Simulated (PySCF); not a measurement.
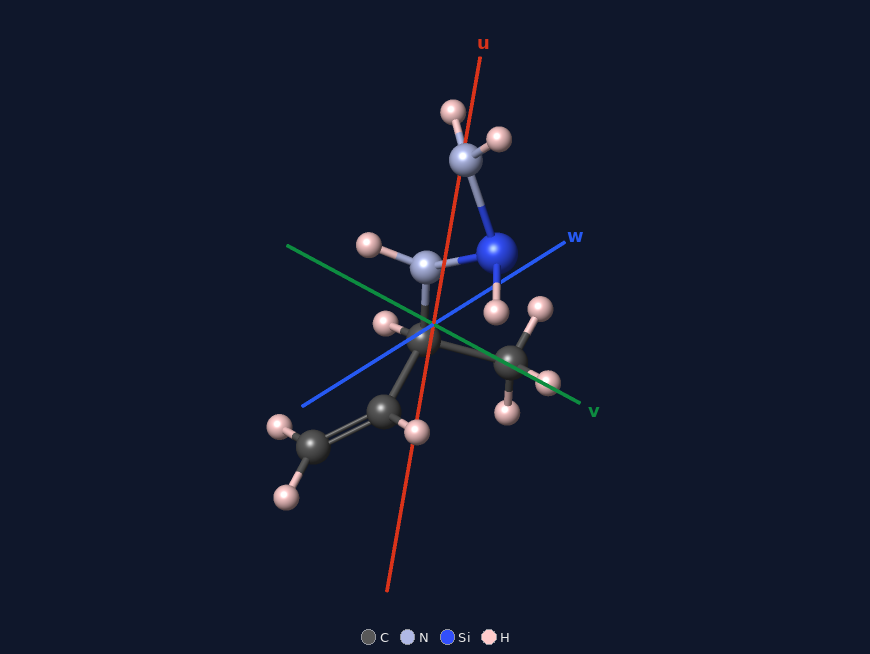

The lines u, v and w are the principal axes of the g tensor. The species is neutral and a spin doublet. The geometry was computed by an optimisation with GFN2-xTB. No frequency run is at hand to confirm it as a minimum. Level of theory: UKS B3LYP, pcH-1 on C H N Si, non-relativistic, mean-field spin-orbit, GIAO (PySCF 2.14.0).

Question. Along which axis does g lie farthest from the free-electron value?

Answer. Along u: the shift is 418 ppm.

Give the principal values and shifts.

```tsv
axis	g	shift (ppm)
u	2.00274	418
v	2.00234	21
w	2.00215	−172
```

The geometry is semi-empirical. Around Si such bond lengths and angles can be off by a tenth of an ångström or more and by several degrees, and values that hang on the shape move with them.
